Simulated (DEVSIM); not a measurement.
Structure: abrupt In0.53Ga0.47As p-n junction, at 300 K.

| layer (left to right) | material | thickness (μm) | Nd (cm⁻³) | Na (cm⁻³) | τn (s) | τp (s) |
|---|---|---|---|---|---|---|
| 1 | In0.53Ga0.47As | 8.70 | - | 3.2e16 | 1.1e-8 | 1.1e-8 |
| 2 | In0.53Ga0.47As | 2.70 | 1.2e15 | - | 1.1e-8 | 1.1e-8 |

Left contact: ohmic. Right contact: ohmic. Voltage is applied to the left contact. Recombination: SRH at mid-gap, radiative, Auger. Mobility is constant in doping.

Constants are typed, rounded textbook-type inputs, not results; the design itself was drawn at random and stands for no fabricated device. Values at 300 K.

| parameter | In0.53Ga0.47As |
|---|---|
| gap (eV) | 0.74 |
| affinity (eV) | 4.51 |
| permittivity | 13.9 |
| Nc (cm⁻³) | 2.1e17 |
| Nv (cm⁻³) | 7.7e18 |
| μn (cm²/Vs) | 12000 |
| μp (cm²/Vs) | 300 |
| B (cm³/s) | 9.6e-11 |
| Cn (cm⁶/s) | 5e-29 |
| Cp (cm⁶/s) | 5e-29 |

Simulated with DEVSIM: 1D drift-diffusion, Boltzmann statistics, complete ionisation; no tunnelling, impact ionisation, image-force lowering or self-heating.

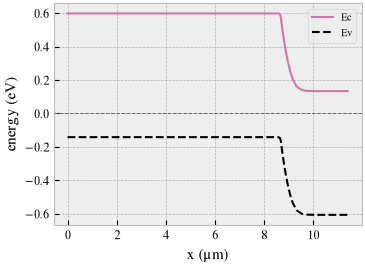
Band edges at zero bias

Energies count from the Fermi level of the right contact; mesh points crowd at the junctions.

```
x (μm)   Ec (eV)  Ev (eV)  n (cm⁻³)  p (cm⁻³)  field (V/cm)
-------  -------  -------  --------  --------  ------------
0.000      0.598   -0.142     1.9e7    3.2e16           ≈ 0
0.03022    0.598   -0.142     1.9e7    3.2e16           ≈ 0
0.09829    0.598   -0.142     1.9e7    3.2e16           ≈ 0
0.2516     0.598   -0.142     1.9e7    3.2e16           ≈ 0
0.8008     0.598   -0.142     1.9e7    3.2e16           ≈ 0
1.834      0.598   -0.142     1.9e7    3.2e16           ≈ 0
4.160      0.598   -0.142     1.9e7    3.2e16           ≈ 0
7.073      0.598   -0.142     1.9e7    3.2e16           ≈ 0
7.991      0.598   -0.142     1.9e7    3.2e16           ≈ 0
8.399      0.598   -0.142     1.9e7    3.2e16           ≈ 0
8.580      0.598   -0.142     1.9e7    3.1e16          -170
8.676      0.580   -0.160     3.7e7    1.6e16         -6500
8.702      0.555   -0.185     1.0e8    6.0e15        -13000
8.735      0.517   -0.223     4.4e8    1.4e15        -11000
8.850      0.404   -0.336    3.4e10    1.8e13         -8800
9.064      0.253   -0.487    1.2e13    5.0e10         -5400
9.542      0.139   -0.601    9.5e14     6.3e8          -450
10.43      0.134   -0.606    1.2e15     5.0e8           ≈ 0
11.07      0.134   -0.606    1.2e15     5.0e8           ≈ 0
11.27      0.134   -0.606    1.2e15     5.0e8           ≈ 0
11.35      0.134   -0.606    1.2e15     5.0e8           ≈ 0
11.40      0.134   -0.606    1.2e15     5.0e8           ≈ 0
```
